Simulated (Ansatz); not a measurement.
C$_{2}$H$_{5}$F$_{2}$NOSe (SMILES NC(O)(F)[Se]CF)

```xyz
12

N    -0.0741   -0.8417    1.2926
C     0.8158   -0.3132    0.3404
O     2.0953   -0.1911    0.8166
F     0.8182   -1.1593   -0.7309
Se    0.1899    1.4748   -0.2672
C    -1.4135    0.8155   -1.1393
F    -1.2063    0.4301   -2.4229
H     0.2293   -1.7752    1.5713
H    -0.1260   -0.2409    2.1102
H     2.6573    0.1471    0.1058
H    -2.1490    1.6350   -1.1102
H    -1.7599   -0.0363   -0.5326
```

Theory: RKS PBE0-D4/def2-SVP (Ansatz 0.2.0).

Question: What can the converged electron density and electron localisation function tell about the bonding?

Answer: C–O (1.37 Å): ρ at the midpoint is about 2.3 e/Å³, with its minimum of 2 e/Å³ about 0.5 Å from C; the ELF peaks at about 0.90 between the atoms, as expected for a shared but strongly polarised pair.
C–Se (1.99 Å): the density is about 0.98 e/Å³ at the midpoint; the ELF peaks at about 0.95 between the atoms (a covalent bond).

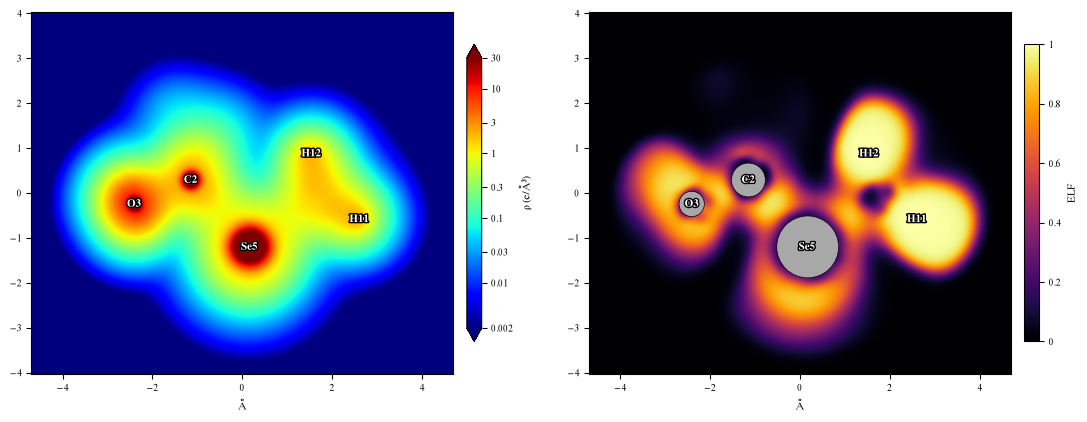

Computed electron density and electron localisation function on the plane of atoms O3, C2 and Se5, in this order. Grey discs cover the atomic cores in the ELF map. 
